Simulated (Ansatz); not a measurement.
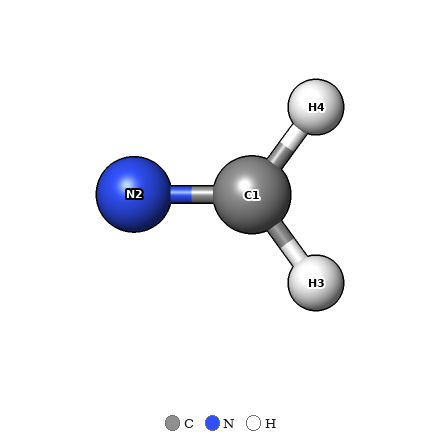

The system is CH2N, SMILES C=[N-], charge −1; the picture shows the reference structure. First axis: umbrella angle at C1 (between each of its bonds and their common axis; 90 is planar). Second axis: change of the bonds C1–N2, C1–H3, C1–H4, all alike. Nothing is relaxed (all other coordinates rigid). The grid has 15 × 15 points; 120 points were computed and 105 follow by symmetry. Points are written as (first, second). Energies: kcal/mol, counted from the relaxed molecule at the same level. The restricted reference is unstable at some or all points, so the energies there are unreliable. Method: Ansatz 0.2.0, RHF-MP2, frozen core/def2-TZVPD.

Its coordinates:

```csv
atom,x (Å),y (Å),z (Å)
C,0.0159,0.0128,0.0166
N,0.7691,0.6196,0.8021
H,-0.9003,0.4510,-0.5151
H,0.1153,-1.0834,-0.3036
```

Range: umbrella angle at C1 (between each of its bonds and their common axis; 90 is planar) from 66.0 to 114.0°; change of the bonds C1–N2, C1–H3, C1–H4, all alike from −0.130 to 0.201 Å.

Question: Predict the map.

Answer: The lowest grid point is at (90.0°, 0.012 Å), 0.22 kcal/mol from the relaxed molecule at the same level. No other kind of well shows on this grid. The highest grid point, (66.0°, −0.130 Å), lies 82.0 kcal/mol above the lowest. Round the minimum the two coordinates are nearly uncoupled.

```tsv
second ↓, first →	66.0	69.4	72.9	76.3	79.7	83.1	86.6	90.0	93.4	96.9	100.3	103.7	107.1	110.6	114.0
0.201	71.2	63.9	57.5	52.4	48.4	45.6	43.9	43.3	43.9	45.6	48.4	52.4	57.5	63.9	71.2
0.177	63.8	56.2	49.5	44.3	40.3	37.4	35.7	35.1	35.7	37.4	40.3	44.3	49.5	56.2	63.8
0.153	57.0	49.1	42.2	36.8	32.7	29.8	28.0	27.4	28.0	29.8	32.7	36.8	42.2	49.1	57.0
0.130	51.2	43.0	35.9	30.3	26.1	23.1	21.3	20.7	21.3	23.1	26.1	30.3	35.9	43.0	51.2
0.106	46.0	37.4	30.1	24.4	20.0	16.9	15.0	14.4	15.0	16.9	20.0	24.4	30.1	37.4	46.0
0.083	42.0	33.1	25.5	19.5	15.0	11.8	9.8	9.2	9.8	11.8	15.0	19.5	25.5	33.1	42.0
0.059	39.0	29.7	21.8	15.6	10.9	7.5	5.5	4.9	5.5	7.5	10.9	15.6	21.8	29.7	39.0
0.035	37.3	27.7	19.4	13.0	8.1	4.6	2.5	1.8	2.5	4.6	8.1	13.0	19.4	27.7	37.3
0.012	37.1	27.1	18.6	11.9	6.7	3.1	0.9	0.2	0.9	3.1	6.7	11.9	18.6	27.1	37.1
−0.012	38.7	28.3	19.4	12.4	7.0	3.3	1.0	0.2	1.0	3.3	7.0	12.4	19.4	28.3	38.7
−0.035	42.2	31.3	22.0	14.8	9.2	5.2	2.8	2.1	2.8	5.2	9.2	14.8	22.0	31.3	42.2
−0.059	48.0	36.7	27.0	19.4	13.6	9.5	7.0	6.2	7.0	9.5	13.6	19.4	27.0	36.7	48.0
−0.083	56.5	44.7	34.6	26.7	20.6	16.3	13.7	12.9	13.7	16.3	20.6	26.7	34.6	44.7	56.5
−0.106	67.4	55.2	44.7	36.5	30.1	25.6	22.9	22.0	22.9	25.6	30.1	36.5	44.7	55.2	67.4
−0.130	82.2	69.4	58.5	49.9	43.3	38.6	35.8	34.9	35.8	38.6	43.3	49.9	58.5	69.4	82.2
```

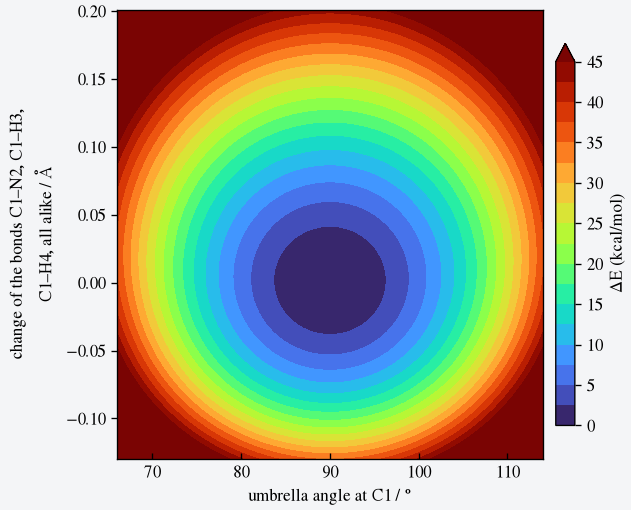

Drawn: filled contours, one colour for all values above the top of the scale. Between grid points the surface is interpolated.

Time for the 120 points that were run: 3.3 min on 1 thread of Arm Neoverse V1, on a shared host.
